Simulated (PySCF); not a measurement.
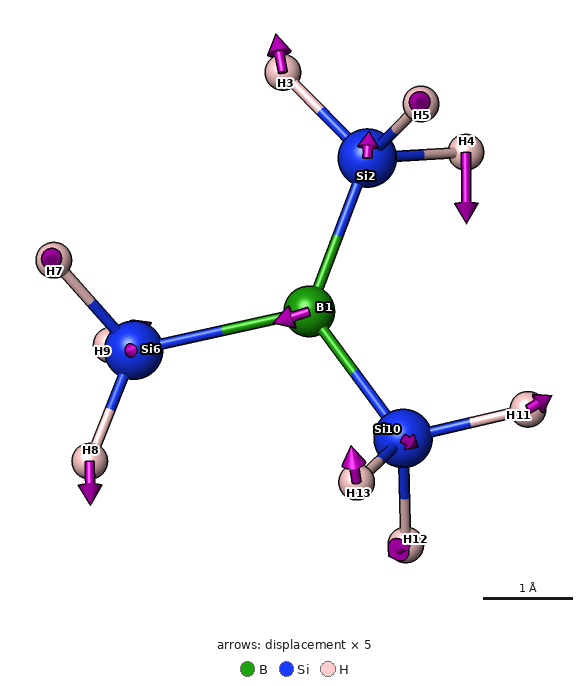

This is a relaxation of BSi3H9. The starting structure is drawn; purple arrows show the displacements, 5 times their true length. The two geometries are superimposed by the best rigid fit.

Style: ball-and-stick. Shown at a tilt.

The start comes from GFN2-xTB. Its atoms were then displaced at random by about 0.03 Å.

All numbers below come from PBE0-D3(BJ)/def2-SVP geometry optimisation, gas phase (PySCF 2.14.0, density-fitted response routines). 

### Describe the change and its energy.

Over 6 geometry steps the energy falls by 0.477 eV. H4 moves most after the best rigid fit: 0.17 Å. Largest moves by element: H 0.17 Å, B 0.09 Å, Si 0.06 Å. Among the contacts that change: B1–Si2 1.895 → 2.010 Å, Si6–H8 1.414 → 1.496 Å, Si6–H9 1.421 → 1.502 Å, B1–Si6 2.087 → 2.010 Å. Bond angles that change, for instance: B1–Si2–H4 115.6° → 107.8°, H3–Si2–H4 102.0° → 108.3°, B1–Si10–H13 113.6° → 107.5°. Cost: 32 s on 1 thread of Arm Neoverse V2, on a shared host.
